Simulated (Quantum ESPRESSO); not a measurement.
Band structure of Pr (P6_3/mmc, 2 atoms in the cell).

```xyz
2
Lattice="3.7237 0.0000 0.0000 -1.8619 3.2248 0.0000 0.0000 0.0000 6.0458" Properties=species:S:1:pos:R:3 pbc="T T T"
Pr     0.0000     2.1499     1.5115
Pr     1.8619     1.0749     4.5344
```
Moments meant for the start (each program seeds them in its own way; μB, in the order of the atoms Pr Pr): 2.0 2.0.

Computed with PBE, SSSP 1.1.2 efficiency (PBE) pseudopotentials (plane waves; Quantum ESPRESSO).

Settings: ecutwfc = 50 Ry; ecutrho = 400 Ry; occupations = smearing; smearing = methfessel-paxton; degauss = 0.0147 Ry; nspin = 2; potentials = {Pr: Pr.GGA-PBE-paw-v1.0.UPF}; K_POINTS = automatic 4 4 2 0 0 0; conv_thr = 1e-09 Ry; mixing_beta = 0.4.

The starting cell was generated: these elements placed on a structure prototype, without a prior relaxation; it need not be a known phase or ordering of this composition. Its lattice was rescaled by a random factor within 2.5 % of one. Spin-orbit coupling is off. The magnetic order is the one reached from the typed start; others were not searched systematically. With U or open f shells several self-consistent states can exist. The f electrons are in the valence without U or exact exchange, which can misplace them near the Fermi level. Spin-orbit terms, which matter for f shells, are left out.

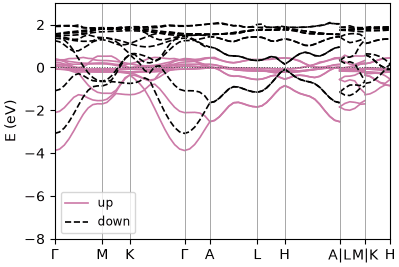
Bands along the path, energies from the Fermi level.

Levels in eV from the Fermi level, bands 13 to 19 of the first spin channel:
| point | 13 | 14 | 15 | 16 | 17 | 18 | 19 |
|---|---|---|---|---|---|---|---|
| Γ | 0.06 | 0.06 | 0.13 | 0.15 | 0.25 | 0.35 | 0.36 |
| M | -0.19 | -0.15 | -0.11 | -0.06 | 0.17 | 0.21 | 0.32 |
| K | -0.28 | -0.21 | -0.08 | -0.08 | -0.02 | -0.01 | 0.17 |
| A | -0.02 | -0.02 | 0.03 | 0.03 | 0.14 | 0.14 | 0.43 |
| L | -0.17 | -0.17 | -0.12 | -0.12 | -0.05 | -0.05 | 0.36 |
| H | -0.22 | -0.22 | -0.15 | -0.15 | -0.08 | -0.08 | 0.44 |

Bands cross the Fermi level along this path, so the cell is metallic at this level.

The net moment of the cell came out as 5.94 μB.
